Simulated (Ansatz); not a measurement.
# AlH2SOF (SMILES [OH][Al]([F])[SH]): HF/STO-3G

Aim: the vertical singlet–triplet gap of AlH2SOF at HF/STO-3G, from 2 runs. 

Program for the calculation: Ansatz 0.2.0.

57 further runs of the same task are left out: 57 set aside as unsound or not needed. Runs told in other sessions of the task aren't counted.

### Step 1. The structure to begin with

The species is AlH2SOF (6 atoms), meant as a singlet with charge 0. As SMILES, `[OH][Al]([F])[SH]`. The shape is that of a PBE0-D4/def2-TZVP optimisation. This is one conformer, not always the lowest.

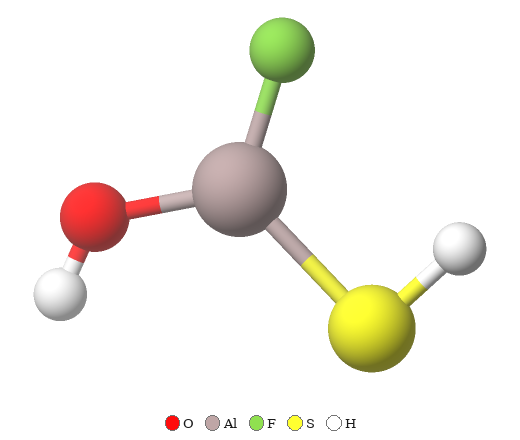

Viewed from a chosen angle; oxygen red, aluminium light grey, fluorine green, sulfur yellow, hydrogen white.

### Step 2. The energy at HF/STO-3G

The input, run.yaml:

```yaml
basis:
  gaussian:
    orbitals: STO-3G
crystal:
  periodic: [false, false, false]
  atoms:
    - {symbol: O, position_ang: [1.399600, -0.456300, -1.028900]}
    - {symbol: Al, position_ang: [0.238600, -0.260800, 0.168100]}
    - {symbol: F, position_ang: [0.421300, -1.101000, 1.565700]}
    - {symbol: S, position_ang: [-1.478600, 1.043100, -0.050300]}
    - {symbol: H, position_ang: [1.392200, -0.019300, -1.877900]}
    - {symbol: H, position_ang: [-1.931000, 0.730400, 1.177100]}
hamiltonian:
  xc: hf
accuracy: high
output: {orbitals: {seedname: orbitals}}
```

On the command line:

```bash
$ ansatz run run.yaml --threads 1 --pin off --max-ram 2610MiB --events-out events.jsonl --progress --plain --runs-dir runs
```

The program printed:

```text
Warning: RAYON_NUM_THREADS=1 ignored (pool sized by the plan → 1); use --threads N
Functional definition: HF
  name "HF"
  exchange = exact_x
  correlation = 0
575 factors; integrals over basis functions are off by at most 3.8e-8 eV
mean field evaluation 1: about -21910.9915 eV, gradient 2.9e1 eV
mean field evaluation 2: about -21911.0324 eV, gradient 2.9e1 eV
mean field evaluation 4: about -21914.4545 eV, gradient 1.3e0 eV
mean field evaluation 8: about -21914.4616 eV, gradient 3.0e-2 eV
mean field -21914.46156928 eV, -805.3416085154 hartree, gradient 1.6e-8 eV, S^2 0.000000; 0 other end points of the search recorded, 0 dependent functions left out
reference -21914.46156928 eV, -805.3416085154 hartree; 24, 24 occupied and 6, 6 virtual orbitals, 575 factors
Total energy: -21914.46156928 eV, -805.3416085154 hartree
```

Wall time 0.12 s (1 thread of AMD EPYC 9R45 (Zen 5), shared host).

### Step 3. The triplet, same level

The input, job.yaml:

```yaml
crystal:
  periodic: [false, false, false]
  atoms:
    - {symbol: O, position_ang: [1.399600, -0.456300, -1.028900]}
    - {symbol: Al, position_ang: [0.238600, -0.260800, 0.168100]}
    - {symbol: F, position_ang: [0.421300, -1.101000, 1.565700]}
    - {symbol: S, position_ang: [-1.478600, 1.043100, -0.050300]}
    - {symbol: H, position_ang: [1.392200, -0.019300, -1.877900]}
    - {symbol: H, position_ang: [-1.931000, 0.730400, 1.177100]}
basis:
  gaussian:
    orbitals: STO-3G
magnetization:
  spin_polarized: true
  initial_magnetization: 2
hamiltonian:
  xc: hf
accuracy: high
output: {orbitals: {seedname: orbitals}}
```

On the command line:

```bash
$ ansatz run job.yaml --threads 1 --pin off --max-ram 2610MiB --events-out events.jsonl --progress --plain --runs-dir runs
```

The program printed:

```text
Warning: RAYON_NUM_THREADS=1 ignored (pool sized by the plan → 1); use --threads N
[... 4 set-up lines as earlier in the session ...]
575 factors; integrals over basis functions are off by at most 3.8e-8 eV
mean field evaluation 1: about -21902.2811 eV, gradient 2.2e1 eV
mean field evaluation 2: about -21902.3930 eV, gradient 2.2e1 eV
mean field evaluation 4: about -21906.8096 eV, gradient 2.0e0 eV
mean field evaluation 8: about -21906.9042 eV, gradient 4.3e-4 eV
mean field evaluation 16: about -21906.5527 eV, gradient 2.5e0 eV
mean field evaluation 32: about -21906.6895 eV, gradient 7.2e-1 eV
mean field evaluation 64: about -21906.5774 eV, gradient 1.1e0 eV
mean field evaluation 96: about -21905.8667 eV, gradient 2.7e-1 eV
mean field evaluation 128: about -21898.0753 eV, gradient 4.9e0 eV
mean field evaluation 160: about -21906.5323 eV, gradient 1.4e-1 eV
mean field evaluation 192: about -21905.0569 eV, gradient 6.3e-1 eV
mean field evaluation 224: about -21905.7206 eV, gradient 1.5e0 eV
mean field evaluation 256: about -21905.8630 eV, gradient 1.1e0 eV
mean field -21906.90015692 eV, -805.0637317365 hartree, gradient 1.3e-8 eV, S^2 2.014371; 3 other end points of the search recorded, 0 dependent functions left out
reference -21906.90015692 eV, -805.0637317365 hartree; 25, 23 occupied and 5, 7 virtual orbitals, 575 factors
Total energy: -21906.90015692 eV, -805.0637317365 hartree
```

Wall time 0.46 s (1 thread of AMD EPYC 9R45 (Zen 5), shared host).

### Step 4. Summary of results

Level: HF/STO-3G.

```
                                        quantity          value
                           singlet: total energy  -805.34161 Eh
                            singlet: HOMO energy       -6.94 eV
                            singlet: LUMO energy        9.77 eV
                          singlet: HOMO–LUMO gap       16.72 eV
                           triplet: total energy  -805.06373 Eh
                                   triplet: ⟨S²⟩          2.014
vertical energy of the triplet above the singlet       7.561 eV
```

At this shape the triplet lies 7.56 eV (174 kcal/mol) above the singlet. In a minimal basis such a difference can be off by several eV, whatever the method.
